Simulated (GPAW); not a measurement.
# Work function of H/Ni(110) at several levels, part 2 of 3

Wanted: work functions and dipole of H/Ni(110), with the cost of each level.

GPAW 26.7.0; GPAW, PAW setups; slab in vacuum, relaxation (the session's first sound run).

So far, upper work function (eV): step 2 (relaxing the atoms) 5.82; step 3 (plane waves, PBE) 5.82.

### Step 4. Self-consistent run: xc = "RPBE"

The same geometry under RPBE, to see how far the functional moves the levels against the vacuum.

run.py

```python
import json
import numpy as np
from ase import Atoms
from gpaw import GPAW, PW

slab = Atoms(
    ['Ni', 'Ni', 'Ni', 'Ni', 'Ni', 'H'],
    positions=[
        [0.00000, 0.00000, 7.00000],
        [1.76000, 1.24451, 8.24451],
        [0.00000, 0.00000, 9.48902],
        [1.76000, 1.24451, 10.78686],
        [-0.00000, 0.00000, 11.96390],
        [-0.00000, -0.00000, 13.43360]],
    cell=[[3.52, 0.0, 0.0], [0.0, 2.48902, 0.0], [0.0, 0.0, 20.52803]],
    pbc=[True, True, False],
    magmoms=[0.7, 0.7, 0.7, 0.7, 0.7, 0.0])

slab.calc = GPAW(mode=PW(500), xc='RPBE', kpts={'size': (9, 13, 1), 'gamma': True},
                 occupations={'name': 'fermi-dirac', 'width': 0.1}, nbands='160%',
                 convergence={'density': 1e-05}, maxiter=200,
                 poissonsolver={'dipolelayer': 'xy'},
                 symmetry={'tolerance': 1e-3}, txt='slab.txt')
result = {}
energy = slab.get_potential_energy()
fermi = slab.calc.get_fermi_level()
v = slab.calc.get_electrostatic_potential().mean((0, 1)) - fermi
n = slab.calc.get_pseudo_density().mean((0, 1))
L = slab.cell[2, 2]
z = np.arange(len(v)) * L / len(v)
low, high = slab.positions[:, 2].min(), slab.positions[:, 2].max()
below, above = np.interp([low - 4.8, high + 4.8], z, v)
slopes = [np.interp(x, z, np.gradient(v, z)) for x in (low - 4.8, high + 4.8)]
eps = np.array([[slab.calc.get_eigenvalues(k, s) for k in range(len(slab.calc.get_ibz_k_points()))]
                for s in range(slab.calc.get_number_of_spins())]) - fermi
top, bottom = eps[eps < 0].max(), eps[eps > 0].min()
dipole = slab.get_dipole_moment()[2]
print(f'energy {energy:.4f} eV, Fermi level {fermi:.4f} eV, dipole {dipole:.5f} e A')
print(f'potential 4.8 A off the faces, from the Fermi level: lower {below:.4f} eV, upper {above:.4f} eV')
print(f'slope of the potential there: lower {slopes[0]:.5f}, upper {slopes[1]:.5f} eV/A')
print(f'nearest levels on the mesh: {top:.4f} and {bottom:.4f} eV')
print('magnetic moment', round(slab.get_magnetic_moment(), 3))
result.update(energy=energy, fermi=fermi, dipole=dipole, below=below, above=above, slopes=slopes, edges=[top, bottom],
              z=z.tolist(), v=v.tolist(), n=n.tolist(), positions=slab.positions.tolist(),
              forces=slab.get_forces(apply_constraint=False).tolist(), moments=slab.get_magnetic_moments().tolist())
json.dump(result, open('result.json', 'w'))
```

Command:

```
> OMP_NUM_THREADS=1 OPENBLAS_NUM_THREADS=1 python run.py
```

What it wrote:

```text
energy -34.6895 eV, Fermi level -0.8230 eV, dipole -0.06753 e A
potential 4.8 A off the faces, from the Fermi level: lower 4.3811 eV, upper 5.7728 eV
slope of the potential there: lower -0.00062, upper -0.00009 eV/A
nearest levels on the mesh: -0.0039 and 0.0033 eV
magnetic moment 2.957
```

Run time: 29 min. Hardware: 1 thread of Arm Neoverse N1, shared host; peak memory 0.59 GiB.

Numbers from this step:

| Property | Result |
| --- | --- |
| dipole along the normal | -0.06753 e·Å |
| levels nearest the Fermi level on the mesh | -0.003902, 0.003350 eV from the Fermi level |
| upper work function | 5.773 eV |
| lower work function | 4.381 eV |
| site moments | 0.8245, 0.7033, 0.6013, 0.6501, 0.3913, -0.01013 μB |
| sum of the site moments | 3.160 μB |

The electrostatic potential energy of an electron (without an applied field's), less the Fermi level, planar mean oscillates, so the rows of the table below give means over windows of 1.24 Å about each position, cut where the curve ends. Its maxima inside the range that stand out by 2 % of the span (Å: eV): 7.6: -6.00, 8.8: -6.26, 10.2: -5.43, 11.4: -7.16, 13.1: 3.37, 17.5: 5.77. Its minima: 7.0: -10.6, 8.3: -11.2, 9.5: -11.1, 10.8: -11.3, 11.9: -10.6, 13.4: 2.64.

The electrostatic potential energy of an electron (without an applied field's), less the Fermi level, planar mean by z; means over each step:

| z (Å) | electrostatic potential energy of an electron (without an applied field's), less the Fermi level, planar mean (eV) |
| --- | --- |
| 0.62 | 4.49 |
| 1.86 | 4.38 |
| 3.10 | 4.38 |
| 4.34 | 4.33 |
| 5.58 | 3.27 |
| 6.82 | -6.53 |
| 8.06 | -8.59 |
| 9.30 | -8.56 |
| 10.54 | -8.42 |
| 11.78 | -8.35 |
| 13.02 | 1.86 |
| 14.26 | 5.20 |
| 15.50 | 5.76 |
| 16.74 | 5.77 |
| 17.98 | 5.77 |
| 19.22 | 5.77 |

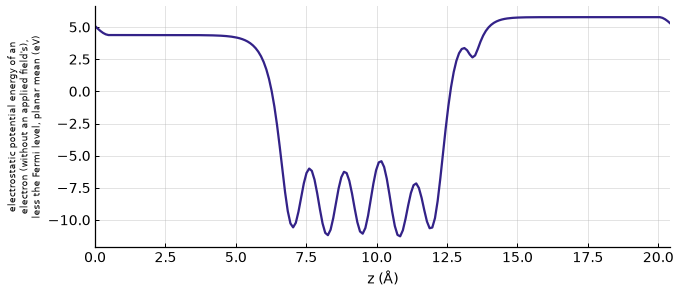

Electrostatic potential energy of an electron (without an applied field's), less the Fermi level, planar mean against z.

The pseudo valence density, planar mean oscillates, so the rows of the table below give means over windows of 1.24 Å about each position, cut where the curve ends. Its maxima inside the range that stand out by 2 % of the span (Å: e/Å³): 7.0: 2.39, 8.2: 2.37, 9.5: 2.44, 10.8: 2.42, 12.0: 2.40. Its minima: 7.6: 0.641, 8.9: 0.670, 10.1: 0.601, 11.4: 0.739.

Table of pseudo valence density, planar mean by z; means over each step:

```
z (Å)  pseudo valence density, planar mean (e/Å³)
 3.10                                      9.0e-5
 4.34                                     0.00174
 5.58                                      0.0445
 6.82                                        1.31
 8.06                                        1.46
 9.30                                        1.47
10.54                                        1.43
11.78                                        1.47
13.02                                       0.236
14.26                                      0.0297
15.50                                      6.9e-4
16.74                                      1.4e-5
```

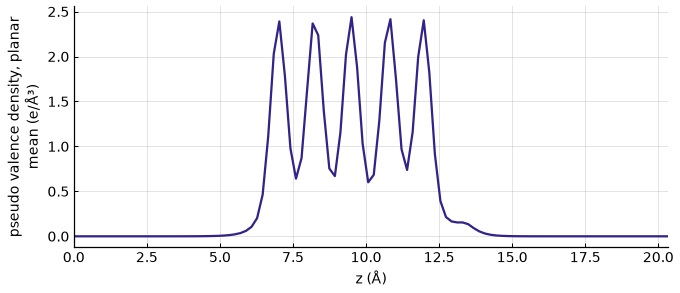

Pseudo valence density, planar mean, plotted against z.

Site moment by atom:

| atom | site moment (μB) |
| --- | --- |
| Ni1 | 0.825 |
| Ni2 | 0.703 |
| Ni3 | 0.601 |
| Ni4 | 0.650 |
| Ni5 | 0.391 |
| H6 | -0.010 |

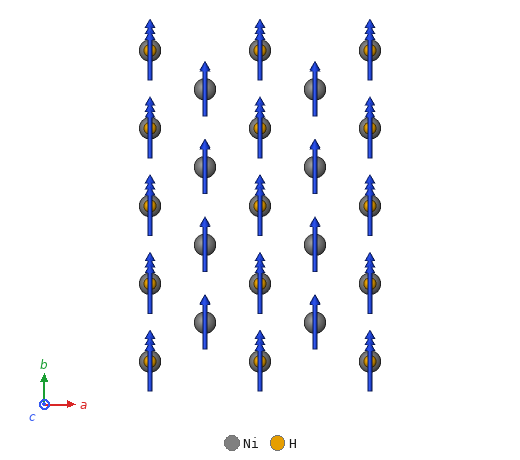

Site moment as arrows, the longest 0.825 μB. Up and down stand for the sign. Arrows give size and sign along the axis of quantisation, drawn up and down the page. 2×4×1 cells are drawn. Some periodic images of atoms are drawn too.

Force by atom:

| atom | x (eV/Å) | y (eV/Å) | z (eV/Å) | size |
| --- | --- | --- | --- | --- |
| Ni1 | 0.000 | 0.000 | 0.181 | 0.181 |
| Ni2 | 0.000 | 0.000 | -0.457 | 0.457 |
| Ni3 | 0.000 | 0.000 | -0.045 | 0.045 |
| Ni4 | 0.000 | 0.000 | 0.026 | 0.026 |
| Ni5 | 0.000 | 0.000 | 0.170 | 0.170 |
| H6 | 0.000 | 0.000 | 0.123 | 0.123 |

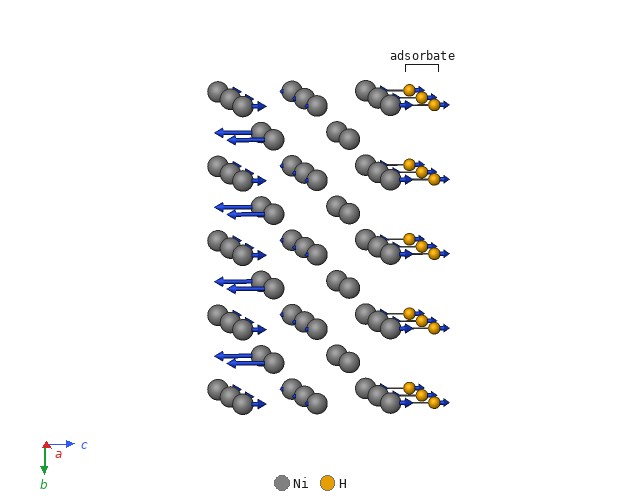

Force as arrows, the longest 0.457 eV/Å. 2×4×1 cells are drawn. Some periodic images of atoms are drawn too.

The upper face's work function is 5.773 eV, against 5.825 eV in the first plane-wave PBE run at this geometry.

### Step 5. Self-consistent run: xc = "LDA"

The same geometry under LDA, to see how far the functional moves the levels against the vacuum.

run.py, as its differences from that of step 4:

```diff
@@ -18,3 +18,3 @@
 
-slab.calc = GPAW(mode=PW(500), xc='RPBE', kpts={'size': (9, 13, 1), 'gamma': True},
+slab.calc = GPAW(mode=PW(500), xc='LDA', kpts={'size': (9, 13, 1), 'gamma': True},
                  occupations={'name': 'fermi-dirac', 'width': 0.1}, nbands='160%',
```

What it wrote:

```text
energy -42.0756 eV, Fermi level -1.2509 eV, dipole -0.04788 e A
potential 4.8 A off the faces, from the Fermi level: lower 4.9339 eV, upper 5.9196 eV
slope of the potential there: lower -0.00042, upper -0.00009 eV/A
nearest levels on the mesh: -0.0020 and 0.0042 eV
magnetic moment 2.786
```

It took 33 min on 1 thread; peak memory 0.58 GiB.

Numbers from this step:

| Quantity | Value |
| --- | --- |
| dipole along the normal | -0.04788 e·Å |
| levels nearest the Fermi level on the mesh | -0.001961, 0.004232 eV from the Fermi level |
| upper work function | 5.920 eV |
| lower work function | 4.934 eV |
| site moments | 0.7868, 0.6584, 0.5580, 0.5857, 0.3350, -0.007276 μB |
| sum of the site moments | 2.917 μB |

The electrostatic potential energy of an electron (without an applied field's), less the Fermi level, planar mean oscillates, so the rows of the table below give means over windows of 1.24 Å about each position, cut where the curve ends. Its maxima inside the range that stand out by 2 % of the span (Å: eV): 7.6: -5.35, 8.8: -5.59, 10.2: -4.78, 11.4: -6.49, 13.1: 3.68, 17.5: 5.92. Its minima: 7.0: -10.0, 8.3: -10.6, 9.5: -10.5, 10.8: -10.7, 11.9: -10.0, 13.4: 2.83.

Electrostatic potential energy of an electron (without an applied field's), less the Fermi level, planar mean against z; means over each step:

```csv
z (Å),"electrostatic potential energy of an electron (without an applied field's), less the Fermi level, planar mean (eV)"
0.62,5.01
1.86,4.93
3.10,4.93
4.34,4.89
5.58,3.85
6.82,-5.95
8.06,-7.95
9.30,-7.93
10.54,-7.78
11.78,-7.73
13.02,2.21
14.26,5.34
15.50,5.91
16.74,5.92
17.98,5.92
19.22,5.92
```

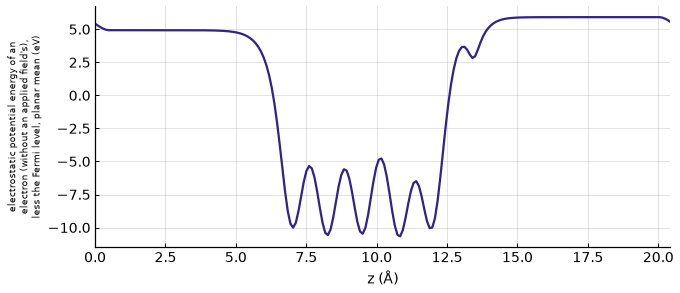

Electrostatic potential energy of an electron (without an applied field's), less the Fermi level, planar mean against z.

The upper face's work function is 5.920 eV, against 5.825 eV in the first plane-wave PBE run at this geometry.

### Step 6. OptPBE vdW: xc = "optPBE-vdW"

The same geometry under optPBE-vdW, to see how far the functional moves the levels against the vacuum (the van der Waals functionals take revPBE setups).

run.py, as its differences from that of step 5:

```diff
@@ -18,3 +18,3 @@
 
-slab.calc = GPAW(mode=PW(500), xc='LDA', kpts={'size': (9, 13, 1), 'gamma': True},
+slab.calc = GPAW(mode=PW(500), xc='optPBE-vdW', kpts={'size': (9, 13, 1), 'gamma': True},
                  occupations={'name': 'fermi-dirac', 'width': 0.1}, nbands='160%',
```

What it wrote:

```text
energy -88.3367 eV, Fermi level -1.0969 eV, dipole -0.06409 e A
potential 4.8 A off the faces, from the Fermi level: lower 4.7561 eV, upper 6.0767 eV
slope of the potential there: lower -0.00083, upper -0.00008 eV/A
nearest levels on the mesh: -0.0005 and 0.0048 eV
magnetic moment 2.775
```

It took 35 min on 1 thread; peak memory 0.76 GiB.

This step gave:

| Item | Value |
| --- | --- |
| dipole along the normal | -0.06409 e·Å |
| levels nearest the Fermi level on the mesh | -5.36e-4, 0.004760 eV from the Fermi level |
| upper work function | 6.077 eV |
| lower work function | 4.756 eV |
| site moments | 0.7868, 0.6629, 0.5603, 0.5959, 0.3406, -0.008389 μB |
| sum of the site moments | 2.938 μB |

The upper face's work function is 6.077 eV, against 5.825 eV in the first plane-wave PBE run at this geometry.

### Step 7. Self-consistent run: xc = "revPBE"

The same geometry under revPBE, to see how far the functional moves the levels against the vacuum.

run.py, as its differences from that of step 6:

```diff
@@ -18,3 +18,3 @@
 
-slab.calc = GPAW(mode=PW(500), xc='optPBE-vdW', kpts={'size': (9, 13, 1), 'gamma': True},
+slab.calc = GPAW(mode=PW(500), xc='revPBE', kpts={'size': (9, 13, 1), 'gamma': True},
                  occupations={'name': 'fermi-dirac', 'width': 0.1}, nbands='160%',
```

What it wrote:

```text
energy -35.1055 eV, Fermi level -0.8426 eV, dipole -0.06601 e A
potential 4.8 A off the faces, from the Fermi level: lower 4.4037 eV, upper 5.7639 eV
slope of the potential there: lower -0.00059, upper -0.00009 eV/A
nearest levels on the mesh: -0.0036 and 0.0022 eV
magnetic moment 2.949
```

It took 33 min on 1 thread; peak memory 0.59 GiB.

Numbers from this step:

| Item | Value |
| --- | --- |
| dipole along the normal | -0.06601 e·Å |
| levels nearest the Fermi level on the mesh | -0.003648, 0.002240 eV from the Fermi level |
| upper work function | 5.764 eV |
| lower work function | 4.404 eV |
| site moments | 0.8227, 0.7008, 0.5992, 0.6467, 0.3881, -0.01000 μB |
| sum of the site moments | 3.147 μB |

The electrostatic potential energy of an electron (without an applied field's), less the Fermi level, planar mean oscillates, so the rows of the table below give means over windows of 1.24 Å about each position, cut where the curve ends. Its maxima inside the range that stand out by 2 % of the span (Å: eV): 7.6: -5.96, 8.8: -6.21, 10.2: -5.39, 11.4: -7.12, 13.1: 3.39, 17.5: 5.76. Its minima: 7.0: -10.5, 8.3: -11.1, 9.5: -11.0, 10.8: -11.2, 11.9: -10.6, 13.4: 2.66.

The electrostatic potential energy of an electron (without an applied field's), less the Fermi level, planar mean by z; means over each step:

| z (Å) | electrostatic potential energy of an electron (without an applied field's), less the Fermi level, planar mean (eV) |
| --- | --- |
| 0.62 | 4.51 |
| 1.86 | 4.40 |
| 3.10 | 4.40 |
| 4.34 | 4.35 |
| 5.58 | 3.30 |
| 6.82 | -6.49 |
| 8.06 | -8.55 |
| 9.30 | -8.52 |
| 10.54 | -8.38 |
| 11.78 | -8.31 |
| 13.02 | 1.89 |
| 14.26 | 5.20 |
| 15.50 | 5.75 |
| 16.74 | 5.76 |
| 17.98 | 5.76 |
| 19.22 | 5.76 |

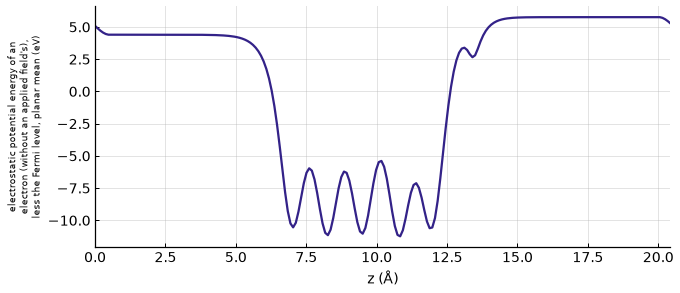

Electrostatic potential energy of an electron (without an applied field's), less the Fermi level, planar mean, plotted against z.

The upper face's work function is 5.764 eV, against 5.825 eV in the first plane-wave PBE run at this geometry.

### Step 8. Self-consistent run: xc = "vdW-DF2"

The same geometry under vdW-DF2, to see how far the functional moves the levels against the vacuum (the van der Waals functionals take revPBE setups).

run.py, as its differences from that of step 7:

```diff
@@ -18,3 +18,3 @@
 
-slab.calc = GPAW(mode=PW(500), xc='revPBE', kpts={'size': (9, 13, 1), 'gamma': True},
+slab.calc = GPAW(mode=PW(500), xc='vdW-DF2', kpts={'size': (9, 13, 1), 'gamma': True},
                  occupations={'name': 'fermi-dirac', 'width': 0.1}, nbands='160%',
```

What it wrote:

```text
energy -306.2266 eV, Fermi level -1.2317 eV, dipole -0.06568 e A
potential 4.8 A off the faces, from the Fermi level: lower 4.9801 eV, upper 6.3336 eV
slope of the potential there: lower -0.00074, upper -0.00008 eV/A
nearest levels on the mesh: -0.0003 and 0.0046 eV
magnetic moment 2.66
```

Wall time 33 min (1 thread); peak memory 0.76 GiB.

This step gave:

| Quantity | Value |
| --- | --- |
| dipole along the normal | -0.06568 e·Å |
| levels nearest the Fermi level on the mesh | -3.15e-4, 0.004636 eV from the Fermi level |
| upper work function | 6.334 eV |
| lower work function | 4.980 eV |
| site moments | 0.7665, 0.6423, 0.5375, 0.5645, 0.3123, -0.008053 μB |
| sum of the site moments | 2.815 μB |

The upper face's work function is 6.334 eV, against 5.825 eV in the first plane-wave PBE run at this geometry.

### Step 9. Real-space grid: mode = "fd"

A real-space grid is a second complete basis, so it checks the plane-wave result.

run.py, as its differences from that of step 8:

```diff
@@ -3,3 +3,3 @@
 from ase import Atoms
-from gpaw import GPAW, PW
+from gpaw import GPAW
 
@@ -18,3 +18,3 @@
 
-slab.calc = GPAW(mode=PW(500), xc='vdW-DF2', kpts={'size': (9, 13, 1), 'gamma': True},
+slab.calc = GPAW(mode='fd', h=0.18, xc='PBE', kpts={'size': (9, 13, 1), 'gamma': True},
                  occupations={'name': 'fermi-dirac', 'width': 0.1}, nbands='160%',
```

What it wrote:

```text
energy -37.1799 eV, Fermi level -5.1924 eV, dipole -0.06142 e A
potential 4.8 A off the faces, from the Fermi level: lower 4.5580 eV, upper 5.8268 eV
slope of the potential there: lower -0.00039, upper 0.00001 eV/A
nearest levels on the mesh: -0.0008 and 0.0016 eV
magnetic moment 2.926
```

The job ended after 1.9 h (1 thread; peak memory 2.5 GiB).

Numbers from this step:

| Property | Result |
| --- | --- |
| dipole along the normal | -0.06142 e·Å |
| levels nearest the Fermi level on the mesh | -8.25e-4, 0.001635 eV from the Fermi level |
| upper work function | 5.827 eV |
| lower work function | 4.558 eV |
| site moments | 0.8180, 0.6940, 0.5931, 0.6369, 0.3802, -0.009676 μB |
| sum of the site moments | 3.113 μB |

The electrostatic potential energy of an electron (without an applied field's), less the Fermi level, planar mean oscillates, so the rows of the table below give means over windows of 1.24 Å about each position, cut where the curve ends. Its maxima inside the range that stand out by 2 % of the span (Å: eV): 7.6: -5.84, 8.8: -6.08, 10.2: -5.29, 11.4: -7.01, 13.1: 3.47. Its minima: 7.0: -10.4, 8.2: -11.0, 9.5: -10.9, 10.8: -11.2, 11.9: -10.5, 13.4: 2.73.

Electrostatic potential energy of an electron (without an applied field's), less the Fermi level, planar mean against z; means over each step:

```
z (Å)  electrostatic potential energy of an electron (without an applied field's), less the Fermi level, planar mean (eV)
 0.62                                                                                                                4.58
 1.86                                                                                                                4.56
 3.10                                                                                                                4.56
 4.34                                                                                                                4.51
 5.58                                                                                                                3.45
 6.82                                                                                                               -6.39
 8.06                                                                                                               -8.43
 9.30                                                                                                               -8.41
10.54                                                                                                               -8.26
11.78                                                                                                               -8.21
13.02                                                                                                                1.97
14.26                                                                                                                5.26
15.50                                                                                                                5.82
16.74                                                                                                                5.83
17.98                                                                                                                5.83
19.22                                                                                                                5.83
```

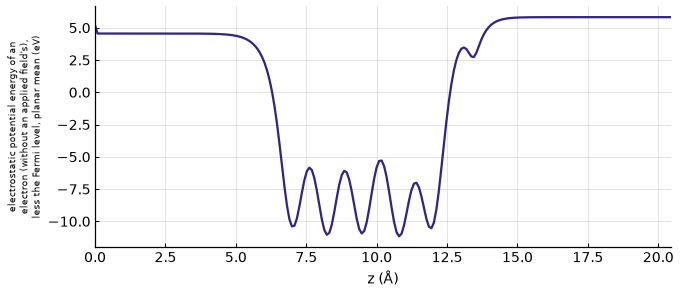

Electrostatic potential energy of an electron (without an applied field's), less the Fermi level, planar mean, plotted against z.

The upper face's work function is 5.827 eV, against 5.825 eV in the first plane-wave PBE run at this geometry.

### Step 10. Atomic orbitals: mode = "lcao"

Atom-centred orbitals end a few angstrom from the surface, which tests how much the density's tail matters.

run.py, as its differences from that of step 9:

```diff
@@ -18,4 +18,4 @@
 
-slab.calc = GPAW(mode='fd', h=0.18, xc='PBE', kpts={'size': (9, 13, 1), 'gamma': True},
-                 occupations={'name': 'fermi-dirac', 'width': 0.1}, nbands='160%',
+slab.calc = GPAW(mode='lcao', basis='dzp', h=0.18, xc='PBE', kpts={'size': (9, 13, 1), 'gamma': True},
+                 occupations={'name': 'fermi-dirac', 'width': 0.1}, nbands='120%',
                  convergence={'density': 1e-05}, maxiter=200,
```

What it wrote:

```text
energy -34.8511 eV, Fermi level -5.1765 eV, dipole -0.06298 e A
potential 4.8 A off the faces, from the Fermi level: lower 4.5261 eV, upper 5.8269 eV
slope of the potential there: lower -0.00017, upper 0.00000 eV/A
nearest levels on the mesh: -0.0038 and 0.0033 eV
magnetic moment 2.903
```

The job ended after 2 h (1 thread; peak memory 0.42 GiB).

Numbers from this step:

* dipole along the normal: -0.06298 e·Å
* levels nearest the Fermi level on the mesh: -0.003816, 0.003306 eV from the Fermi level
* lower work function: 4.526 eV
* site moments: 0.8167, 0.6833, 0.5822, 0.6271, 0.3753, -0.009539 μB
* sum of the site moments: 3.075 μB

[end of part 2 of 3]

[Logs are printed without paths, hosts, clocks, repeated set-up lines and the standing remarks that a program may print on its own settings, such as how far it seeks lower states.]

[Hosts, paths, dates, database ids (printed as entryN), source tags and the programs' standing remarks are cut or masked in the printed files.]
